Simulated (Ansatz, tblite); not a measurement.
Dissociation curve of LiNa, singlet.

Levels: FCI = full CI/cc-pVTZ, frozen core (Ansatz, a program for electronic structure); RKS-B3LYP = restricted B3LYP/cc-pVTZ (Ansatz); RMP2 = MP2 on RHF/cc-pVTZ, frozen core (Ansatz); GFN2-xTB, 300 K electronic temperature (tblite).

Energies are in kcal/mol, each relative to the lowest point of its own curve near equilibrium.

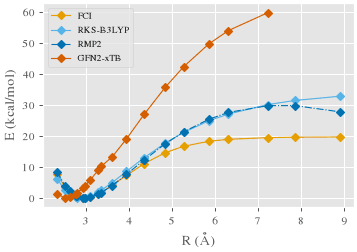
Figure: Energy against bond length for each method.

| R / Å | FCI | RKS-B3LYP | RMP2 | GFN2-xTB |
|---|---|---|---|---|
| 2.34 | 7.8 | 6.2 | 8.5 | 1.3 |
| 2.52 | 3.4 | 2.4 | 3.9 | 0.0 |
| 2.63 | 1.8 | 1.1 | 2.1 | 0.2 |
| 2.78 | 0.5 | 0.1 | 0.6 | 1.3 |
| 2.80 | 0.3 | 0.1 | 0.5 | 1.5 |
| 2.93 | 0.0 | 0.0 | 0.0 | 3.1 |
| 2.98 | 0.0 | 0.1 | 0.0 | 3.8 |
| 3.11 | 0.3 | 0.6 | 0.2 | 5.8 |
| 3.29 | 1.3 | 1.8 | 1.2 | 8.9 |
| 3.37 | 1.9 | 2.5 | 1.7 | 10.2 |
| 3.62 | 4.0 | 4.9 | 4.0 | 13.3 |
| 3.95 | 7.2 | 8.5 | 7.6 | 19.0 |
| 4.36 | 11.0 | 12.9 | 12.2 | 26.9 |
| 4.85 | 14.6 | 17.7 | 17.4 | 35.7 |
| 5.28 | 16.7 | 21.1 | 21.3 | 42.3 |
| 5.86 | 18.3 | 24.8 | 25.4 | 49.6 |
| 6.31 | 18.9 | 27.0 | 27.6 | 53.9 |
| 7.24 | 19.4 | 30.1 | 29.8 | 59.8 |
| 7.86 | 19.6 | 31.4 | 29.8 | — |
| 8.90 | 19.7 | 32.8 | 27.8 | — |

At the longest distance, 8.90 Å, RKS-B3LYP lies highest above its minimum (32.8 kcal/mol) and FCI lowest (19.7 kcal/mol).

A dash means that the run gave no value there, or that the column was ended at a point which the program doubted or which failed a test of continuity chosen for this set; such a test can also cut sound points.

The restricted form behind RKS-B3LYP, RMP2 keeps the bonding electrons paired and can't separate into open-shell fragments. The T1 diagnostic of CCSD on the restricted reference of RMP2 exceeds 0.045 at 4.85 to 8.90 Å.
